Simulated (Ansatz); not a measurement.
```
CELL_PARAMETERS angstrom
5.65300 0.00000 0.00000
0.00000 5.65300 0.00000
0.00000 0.00000 5.65300
ATOMIC_POSITIONS crystal
Ca 0.00000 0.00000 0.00000
Bi 0.50000 0.50000 0.50000
Cl 0.00000 0.50000 0.50000
Cl 0.50000 0.00000 0.50000
Cl 0.50000 0.50000 0.00000
```

Space group Pm-3m; started from the cubic perovskite_221 prototype, which need not be the ambient phase.

All numbers below come from DFT PBE, scalar-relativistic, plane waves, PAW (Ansatz).

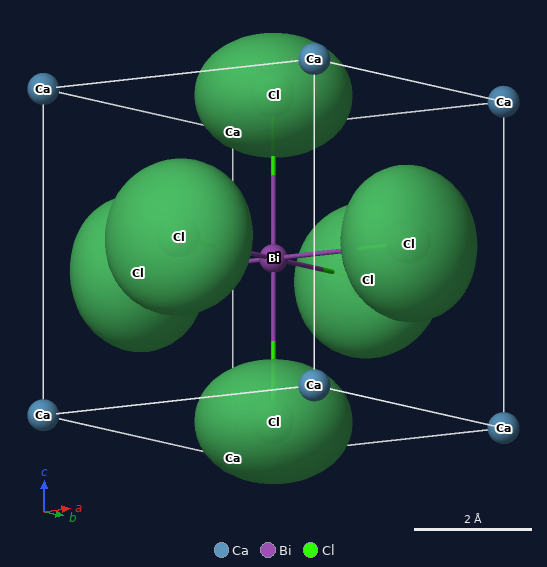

CaBiCl₃. Isosurface of the ELF at 0.65 (green), seen at an oblique angle. Only the valence region is drawn (cores and ρ < 0.01 e/Å³ removed). Sticks mark near contacts.

In a PAW calculation such maps are meaningful between the atoms, not at the nuclei.

Q: What do the ELF domains correspond to?

A: The surface consists of three regions wrapped around Cl (the valence shell of each), counted in one cell of 5 atoms. Regions shared between cells count once.

Values along the shortest contacts:
Bi–Cl (2.83 Å): the ELF peaks at about 0.85 in the valence shell of Cl, 0.8 Å from its nucleus, and drops to about 0.25 between the two atoms. Ca–Cl (4.00 Å): the ELF is about 0.10 at the midpoint: no shared electron pair shows on this line.
